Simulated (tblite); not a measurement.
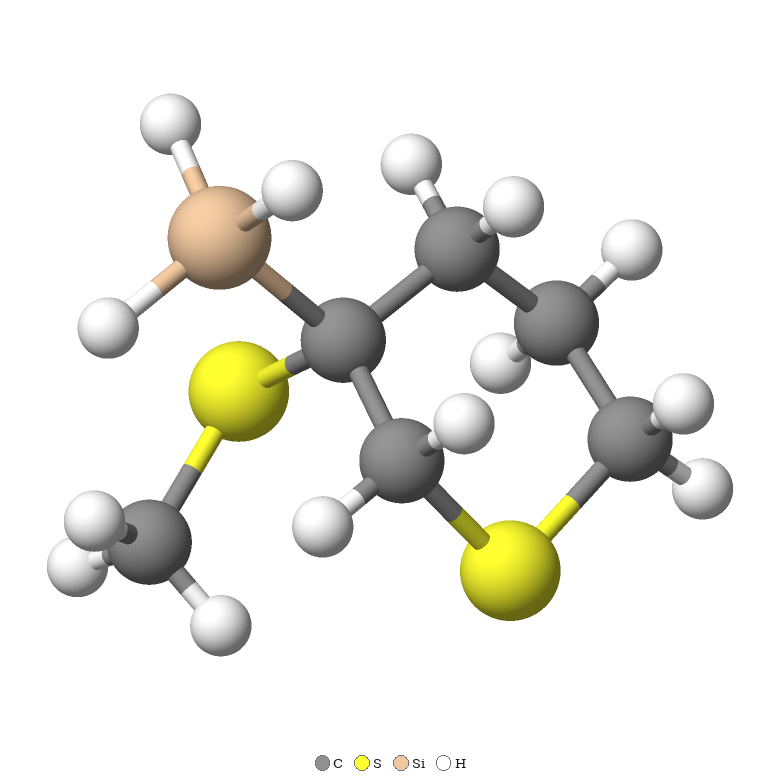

Source: calculation with tblite.

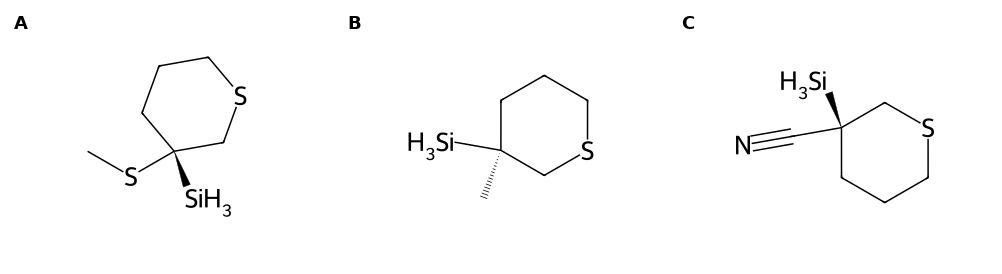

Question: The first picture shows one of the molecules drawn in the second. Which?

Answer: A, `CS[C@]1([SiH3])CCCSC1`.
